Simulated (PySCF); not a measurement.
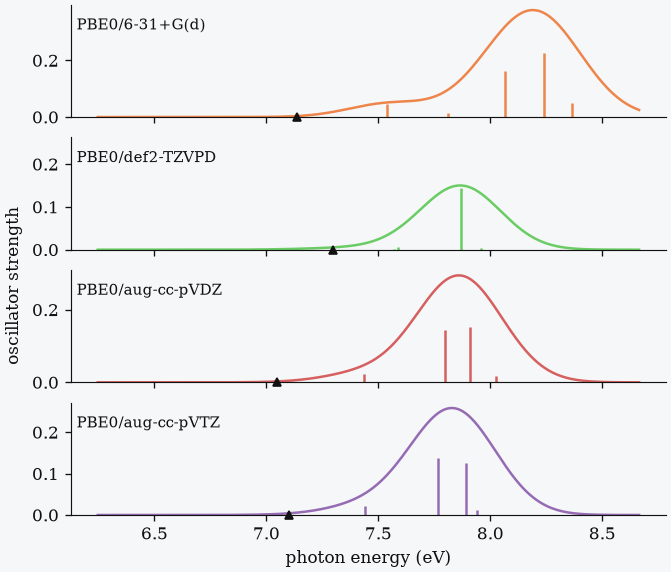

Vertical TDDFT spectra of BPH₆, SMILES [BH3-][PH3+] at one geometry and several levels (PySCF, at a PBE0-D3(BJ)/def2-SVP geometry (no frequency check)); sticks with Gaussians of 1/e half-width 0.25 eV, the triangle marks S1, which has the same leading orbital pair at all these levels. Only the lowest states were computed, so the high end is incomplete. States within 0.01 eV of each other are merged, with their strengths summed. The highest state may be half of a pair whose partner wasn't computed.

Order the levels by their S1 energy.

Answer. From lowest to highest: PBE0/aug-cc-pVDZ 7.05 eV, PBE0/aug-cc-pVTZ 7.10 eV, PBE0/6-31+G(d) 7.14 eV, PBE0/def2-TZVPD 7.30 eV; a spread of 0.25 eV.

Caveats, for all or some of the runs: core orbitals are frozen in the response.
